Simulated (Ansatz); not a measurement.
```xyz
13

Al   -1.1431    1.2892    0.6644
N    -0.0468   -0.1020    0.0699
C     1.2775   -0.0586   -0.4870
C    -0.4710   -1.4587    0.3345
S    -0.5547    3.0239   -0.4919
H     0.0653    1.9506   -1.0549
H    -2.3275    1.0463    1.6725
H     1.3303   -0.5606   -1.4746
H     1.6403    0.9733   -0.6201
H     2.0134   -0.5703    0.1666
H     0.2192   -1.9940    1.0187
H    -1.4715   -1.4789    0.7969
H    -0.5314   -2.0601   -0.5949
```

Not at a stationary point (largest force 1.6 eV/Å).

Computed with Ansatz 0.2.0, RKS PBE0-D4/def2-SVP.

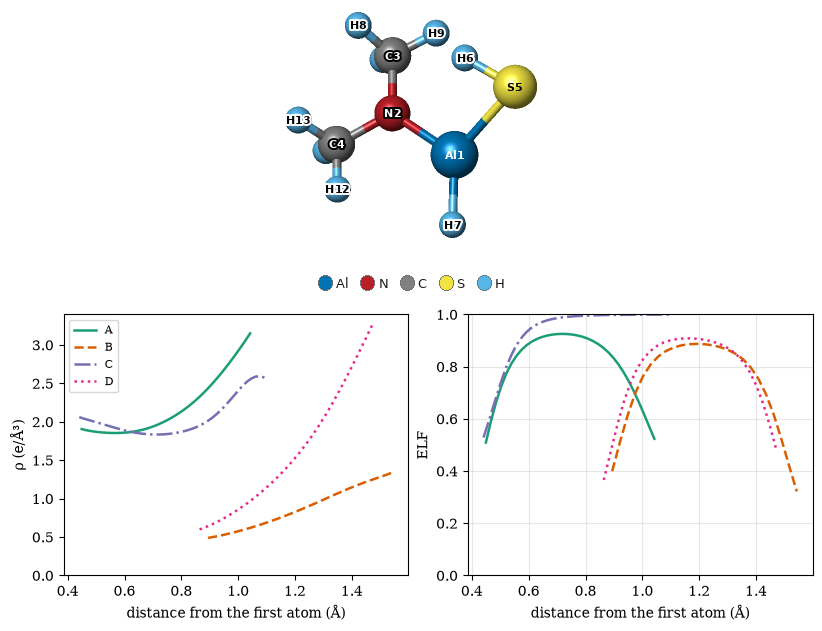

C2H8AlNS. Electron density and electron localisation function along straight lines between neighbouring atoms. The curves leave out the atomic cores. The structure is drawn too.

Which curve belongs to which contact (Al–N, Al–S, C–H and C–N)? The first atom named is at distance zero.

Curve A: C–N (1.44 Å): the density is about 2 e/Å³ at the midpoint; the ELF peaks at about 0.95 between the atoms: localised, covalent bonding. Curve B: Al–S (2.17 Å): ρ is about 0.67 e/Å³ halfway; the ELF peaks at about 0.90 in the valence shell of S, 1.0 Å from its nucleus, and is about 0.85 at the midpoint. Curve C: C–H (1.10 Å): ρ at the midpoint is about 1.9 e/Å³; the ELF climbs to about 1 towards the hydrogen, as it does in any bond to H: an ordinary covalent bond to hydrogen. Curve D: Al–N (1.87 Å): the density is about 0.71 e/Å³ at the midpoint; the ELF peaks at about 0.90 in the valence shell of N, 0.7 Å from its nucleus, and is about 0.65 at the midpoint.
